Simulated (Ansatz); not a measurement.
# Single-point calculation, with input and output: Si$_{2}$H$_{4}$Cl$_{2}$

- system: Si$_{2}$H$_{4}$Cl$_{2}$
- method: RKS PBE0-D4/def2-TZVPP (Ansatz 0.2.0)

The geometry is the reactant side of a reaction. The reaction was set up to form Si2–H3 and to break Si1–Si2 and Si1–H3 (atoms counted from 1 in the order of the input); sticks are drawn by distance alone. The geometry comes from this level: PBE0-D4/def2-TZVP.

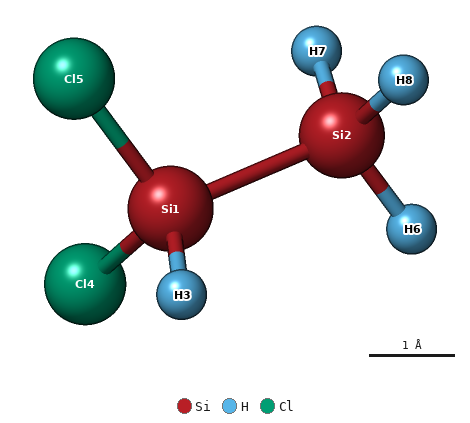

**Figure 1.** The structure as given in the input (ball-and-stick view, seen at a tilt; atoms are numbered from 1 in the order of the input). Bond lengths as drawn: Cl–Si 2.05 Å, H–Si 1.48 to 1.49 Å and Si–Si 2.34 Å.

Input file:
```yaml
crystal:
  periodic: [false, false, false]
  atoms:
    - {symbol: Si, position_ang: [-0.439019, 0.730396, 0.704270]}
    - {symbol: Si, position_ang: [0.440727, -0.932356, -0.679705]}
    - {symbol: H, position_ang: [-1.079757, 0.239302, 1.945642]}
    - {symbol: Cl, position_ang: [-1.861763, 1.785929, -0.332633]}
    - {symbol: Cl, position_ang: [1.069113, 2.004393, 1.266554]}
    - {symbol: H, position_ang: [-0.650572, -1.851134, -1.096891]}
    - {symbol: H, position_ang: [1.042953, -0.283932, -1.871852]}
    - {symbol: H, position_ang: [1.478317, -1.692499, 0.064614]}
basis:
  gaussian: {orbitals: def2-TZVPP}
hamiltonian: {xc: pbe0, dispersion: d4}
output: {orbitals: {seedname: orbitals}}
```

Run on 4 threads of Arm Neoverse V1, 23 GiB of memory available, shared host.

Run as:
```bash
ansatz run in.yaml --threads 4 --pin off --events-out ev --progress --plain --max-ram 9574MiB
```

Output:
```
Functional definition: PBE0
  name "PBE0"
  cite "Adamo & Barone, J. Chem. Phys. 110, 6158 (1999) doi:10.1063/1.478522"
  cite "Perdew, Burke & Ernzerhof, Phys. Rev. Lett. 77, 3865 (1996) doi:10.1103/PhysRevLett.77.3865"
  parent pbe
  parameter a = 0.25
  parameter kappa = 0.804
  parameter beta = 0.06672455060314922
  exchange = (1 - a)*pbe_x(kappa = kappa, mu = beta*pi^2/3) + a*exact_x
  correlation = pbe_c(beta = beta)
1468 factors; their error is unknown
mean field evaluation 1: about -40854.1314 eV, gradient 1.5e1 eV
mean field evaluation 2: about -40854.5203 eV, gradient 9.7e0 eV
mean field evaluation 4: about -40854.6860 eV, gradient 5.5e-1 eV
mean field evaluation 8: about -40854.7811 eV, gradient 1.5e-1 eV
mean field -40854.78114583 eV, -1501.3855147439 hartree, gradient 6.8e-5 eV, S^2 0.000000; 0 other end points of the search recorded, 0 dependent functions left out
reference -40854.78118042 eV, -1501.3855160153 hartree; 33, 33 occupied and 191, 191 virtual orbitals, 1468 factors
Total energy: -40854.98739145 eV, -1501.3930941308 hartree
```

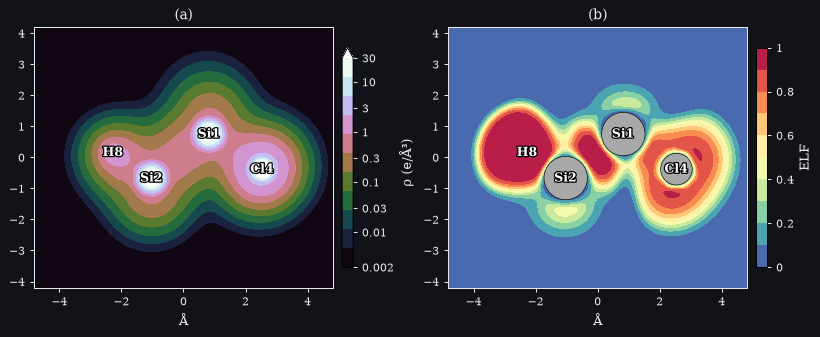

**Figure 2.** (a) total electron density; (b) electron localisation function on the plane of atoms Si1, Si2 and H8. Grey discs, where drawn, cover atomic cores. The section cuts through Si, Cl and H sites.

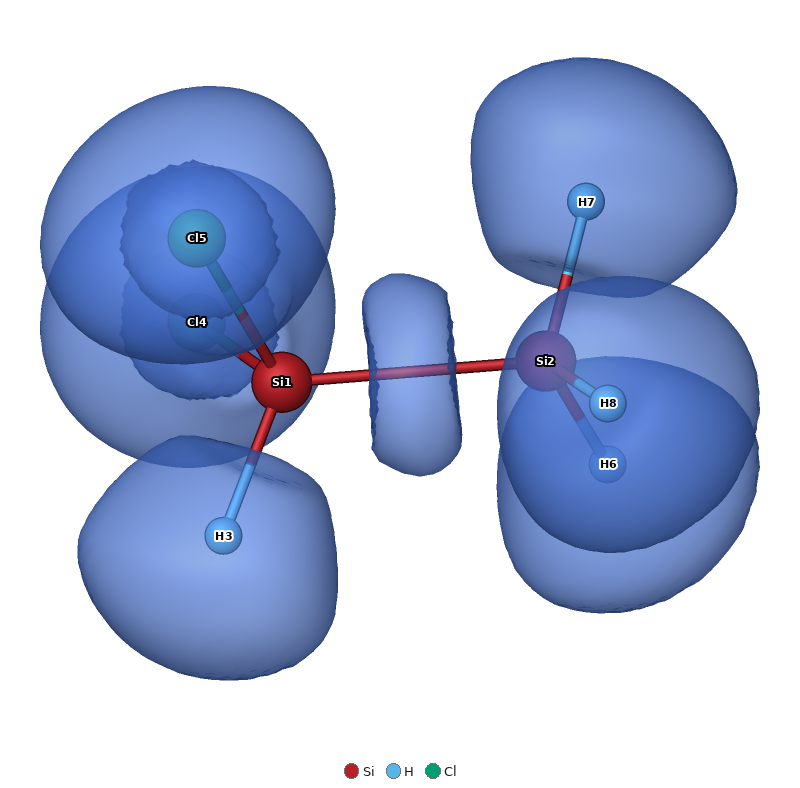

**Figure 3.** Isosurface of the ELF at 0.75 (blue), seen from the side. Only the valence region is drawn (cores and ρ < 0.01 e/Å³ removed). Along the contacts the grid gives the following. Si–Si (2.34 Å): the ELF peaks at about 1 between the atoms, which marks a covalent bond.

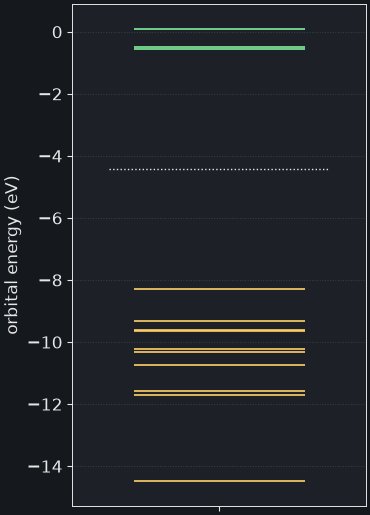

**Figure 4.** Orbital energies near the frontier; the dotted line parts filled from empty levels, and levels within 0.02 eV of each other stand side by side. Highest filled −8.27 eV, lowest empty −0.56 eV, 7.71 eV apart.

Results in brief:

- outcome: converged
- total energy: −40854.9874 eV
- mean-field energy: −40854.7812 eV
- dispersion energy: −0.2062 eV
- SCF solution under orbital rotations: stable
- HOMO: −8.27 eV
- LUMO: −0.56 eV
- wall time: 3.1 s (CPU time 12 s)
- peak memory: 0.62 GiB
